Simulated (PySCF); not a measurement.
SMILES OB(O)/C=C/B(O)O (C₂H₆B₂O₄) at its PBE0/def2-SVP optimised geometry (Å):

```
14

B     -0.9550     2.4032    -0.5858
O     -0.7286     3.3512    -1.5338
O     -1.9788     2.6461     0.2734
C     -0.0857     1.0868    -0.5007
C     -0.5197    -0.0862     0.0000
B      0.3165    -1.4264     0.0000
O     -0.2841    -2.6461    -0.0148
O      1.6750    -1.4264     0.0000
H     -0.0217     3.1128    -2.1385
H     -2.0412     1.9825     0.9654
H      0.9313     1.1039    -0.9275
H     -1.5528    -0.1149     0.3856
H     -1.2420    -2.5900    -0.0527
H      2.0412    -0.5426     0.0894
```

Calculation: PySCF 2.14.0 with PBE0/def2-TZVP. Cells within 0.4 Å of a nucleus heavier than hydrogen are left out (blank, or x).

Map of the electrostatic potential (hartree/e), clipped to [-0.08, 0.12] on the plane z = 0.6 Å:

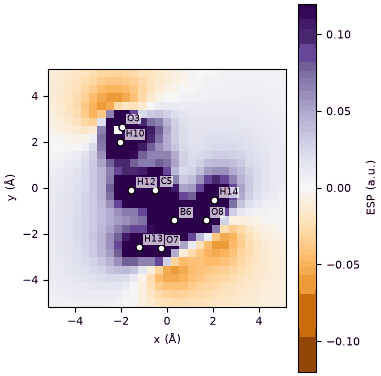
Figure. Electrostatic potential (hartree/e), clipped to [-0.08, 0.12] on the plane z = 0.6 Å.
